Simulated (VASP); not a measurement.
Band structure of SiW (relaxed from the CsCl structure, space group Pm-3m). Calculation: r2SCAN meta-GGA, VASP's PBE PAW potentials (set 64) (plane waves; VASP 6.6.1).

Unless said otherwise, spin-orbit coupling is left out, though it shifts the bands of the heavy elements here.

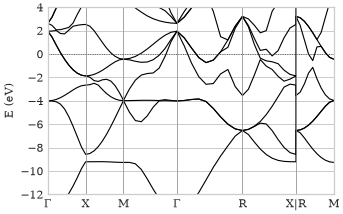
Figure. Bands along high-symmetry lines, zero at the valence-band maximum or, without a gap, the Fermi level

Read the plot: is there a gap, and where are the band edges?

It has no gap at this level: it comes out as a metal or semimetal.

The structure was generated: SiW was put into the CsCl type (Pm-3m), which need not be its known phase. It was relaxed first, which changed the volume by -5 %.
